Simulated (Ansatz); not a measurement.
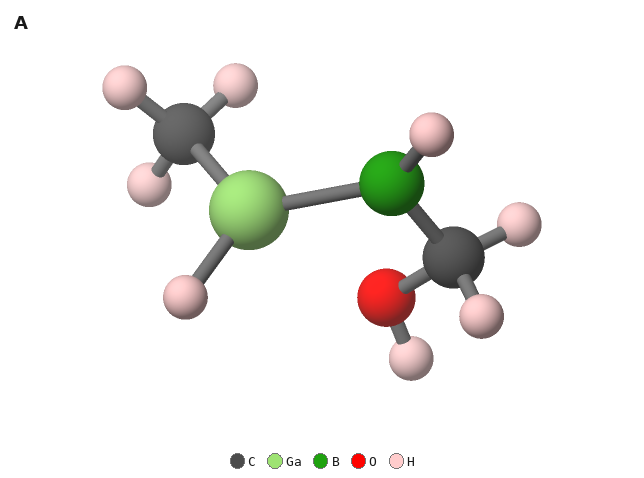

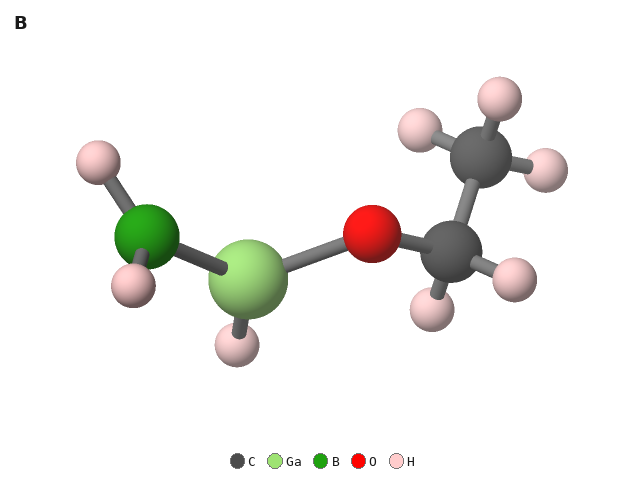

2 stationary structures of one formula. Geometries: PBE0-D4/def2-TZVP. Electronic energies: CCSD(T)/CBS (MP2 limit from def2-TZVPP and def2-QZVPP plus CCSD(T) − MP2) (Ansatz 0.2.0), without zero-point energy. No frequency run is at hand to confirm each as a minimum. Each is one conformer, not always the lowest.

**Rank them by energy, lowest first.**

B is lowest; A lies 6.8 kcal/mol above it. A is `[CH3][GaH][BH]CO`, B is `[BH2][GaH][O]CC`.
